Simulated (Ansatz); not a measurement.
# SiNH3F4: single-point calculation

- system: SiNH3F4
- method: RKS PBE0-D4/def2-TZVPP (Ansatz 0.2.0)

The geometry is a transition state. The reaction was set up to form Si1–N7 and F2–H6 and to break Si1–F2 and H6–N7 (atoms counted from 1 in the order of the input); sticks are drawn by distance alone. The geometry comes from this level: PBE0-D4/def2-TZVP.

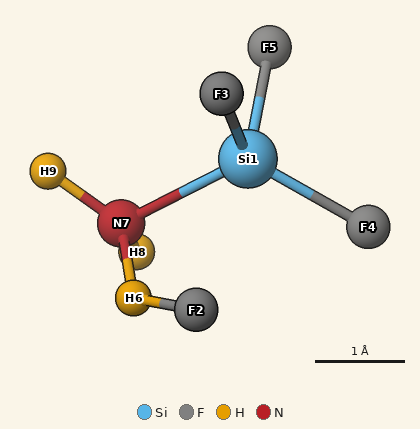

Fig. 1: The structure (ball-and-stick view, seen at a tilt; atoms are numbered from 1 in the order of the input).

Input:
```yaml
crystal:
  periodic: [false, false, false]
  atoms:
    - {symbol: Si, position_ang: [-0.703262, 0.347948, -0.057095]}
    - {symbol: F, position_ang: [-0.352907, -1.571909, -0.745593]}
    - {symbol: F, position_ang: [-1.065591, 0.657222, -1.555355]}
    - {symbol: F, position_ang: [-1.759478, -0.343339, 0.880058]}
    - {symbol: F, position_ang: [-0.713707, 1.827902, 0.548112]}
    - {symbol: H, position_ang: [0.621197, -1.179812, -0.307317]}
    - {symbol: N, position_ang: [1.014723, -0.093043, 0.250474]}
    - {symbol: H, position_ang: [1.270242, -0.124580, 1.230491]}
    - {symbol: H, position_ang: [1.688785, 0.479612, -0.243876]}
basis:
  gaussian: {orbitals: def2-TZVPP}
hamiltonian: {xc: pbe0, dispersion: d4}
output: {orbitals: {seedname: orbitals}}
```

Run as:
```bash
ansatz run in.yaml --threads 8 --pin off --events-out ev --progress --plain --max-ram 19148MiB
```

What the program printed:
```
Functional definition: PBE0
  name "PBE0"
  cite "Adamo & Barone, J. Chem. Phys. 110, 6158 (1999) doi:10.1063/1.478522"
  cite "Perdew, Burke & Ernzerhof, Phys. Rev. Lett. 77, 3865 (1996) doi:10.1103/PhysRevLett.77.3865"
  parent pbe
  parameter a = 0.25
  parameter kappa = 0.804
  parameter beta = 0.06672455060314922
  exchange = (1 - a)*pbe_x(kappa = kappa, mu = beta*pi^2/3) + a*exact_x
  correlation = pbe_c(beta = beta)
1247 factors; their error is unknown
mean field evaluation 1: about -20273.1660 eV, gradient 7.3e1 eV
mean field evaluation 2: about -20268.3971 eV, gradient 9.3e1 eV
mean field evaluation 4: about -20280.9313 eV, gradient 2.5e0 eV
mean field evaluation 8: about -20280.9471 eV, gradient 5.0e-2 eV
mean field evaluation 16: about -20281.0063 eV, gradient 3.0e-5 eV
mean field -20281.00629497 eV, -745.3132343802 hartree, gradient 3.0e-5 eV, S^2 0.000000; 0 other end points of the search recorded, 0 dependent functions left out
reference -20281.00631868 eV, -745.3132352517 hartree; 30, 30 occupied and 209, 209 virtual orbitals, 1247 factors
Total energy: -20281.14663514 eV, -745.3183917863 hartree
```

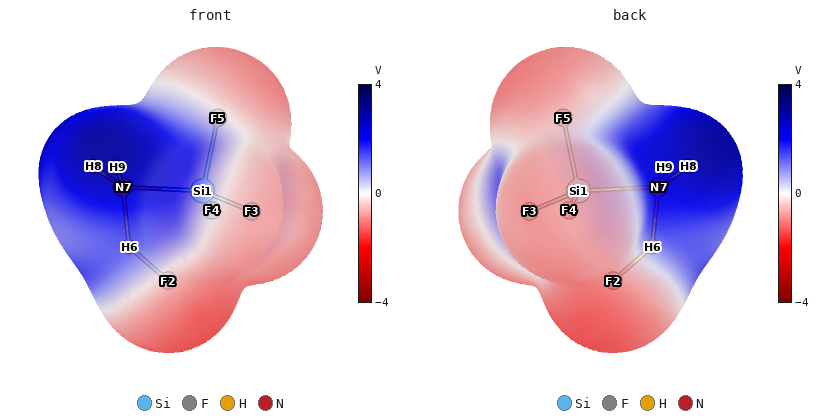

Fig. 2: The molecular electrostatic potential painted on the density surface at 0.002 e/bohr³, seen at a tilt and from behind; the colour scale runs from red (negative) to blue (positive). A positive charge is drawn to the negative regions and a negative charge to the positive ones.

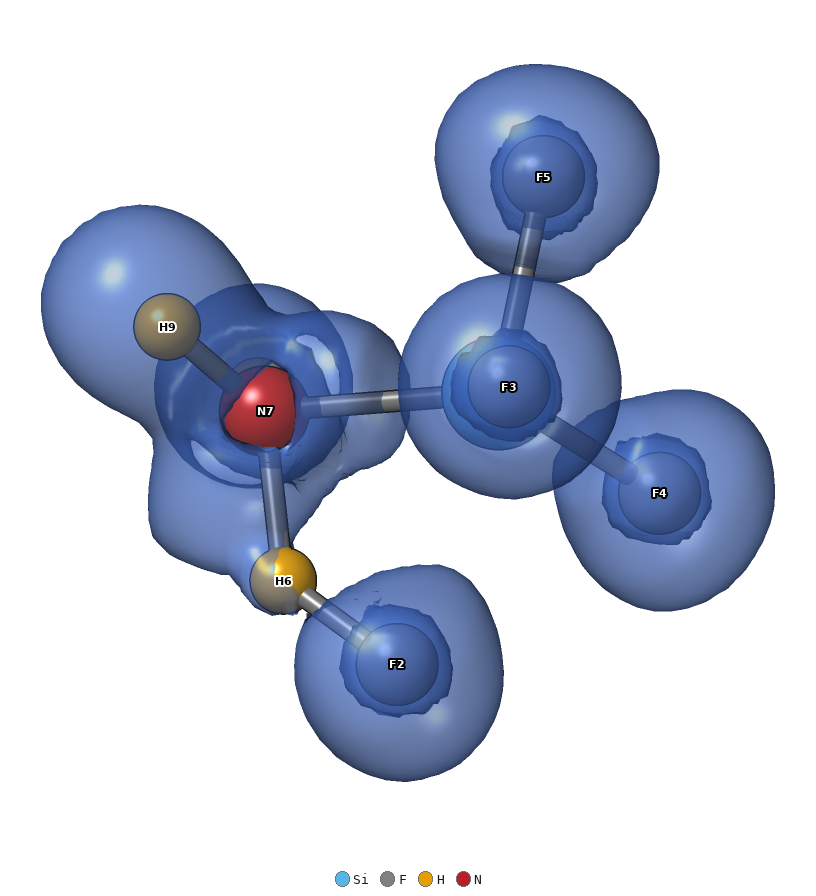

Fig. 3: Isosurface of the electron localisation function at 0.75 (blue), seen at a tilt. Core shells and regions of very low density are left out. Profiles from the grid: Si–F (1.57 Å): the ELF peaks at about 0.90 between the atoms.

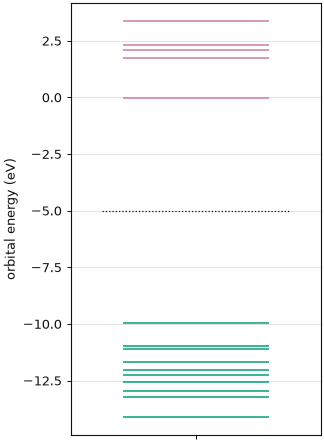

Fig. 4: Orbital energies near the frontier; the dotted line parts filled from empty levels, and levels within 0.02 eV of each other stand side by side. Highest filled −9.97 eV, lowest empty −0.04 eV, 9.93 eV apart.

Key numbers:

| quantity | value |
| --- | --- |
| outcome | converged |
| total energy | −20281.1466 eV |
| mean-field energy | −20281.0063 eV |
| dispersion energy | −0.1403 eV |
| SCF solution under orbital rotations | stable |
| HOMO | −9.97 eV |
| LUMO | −0.04 eV |
| hardware | 8 threads of Arm Neoverse V1, 23 GiB of memory available, shared host |
| wall time | 1.6 s (CPU time 10 s) |
| peak memory | 0.6 GiB |
